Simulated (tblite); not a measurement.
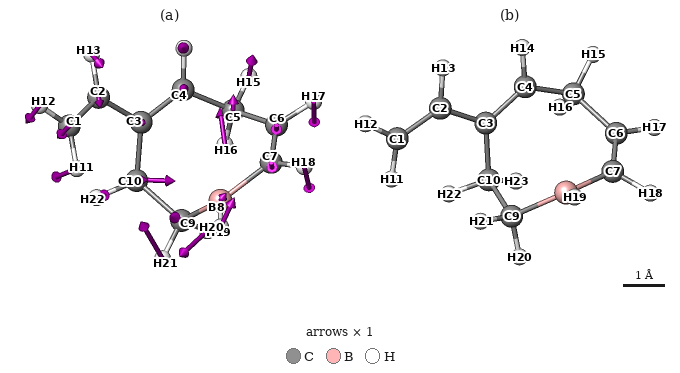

The structure of C$_{9}$H$_{13}$B before (left) and after (right) a relaxation, at one scale. The purple arrows give the displacements, at their true length.

The picture is a ball-and-stick view, seen at a tilt.

Method: GFN2-xTB geometry optimisation, gas phase (tblite 0.8.0). 

> What changed between the two?

The largest move after the best rigid fit is that of H21, 1.58 Å. Largest moves by element: H 1.58 Å, C 0.76 Å, B 0.28 Å. Some distances before and after: C7–B8 1.584 → 1.543 Å, C10–H23 1.120 → 1.089 Å, C2–C3 1.483 → 1.455 Å, C10–H22 1.112 → 1.091 Å. Among the angles between lasting bonds that change: C3–C10–C9 117.1° → 107.3°, C6–C7–B8 126.4° → 134.1°, C4–C5–C6 109.6° → 117.0°. Groups turn about C9–C10 by about 65°, C5–C6 by about 40°, C3–C10 by about 35°. After 197 geometry steps the energy has fallen by 35.7 kJ/mol.
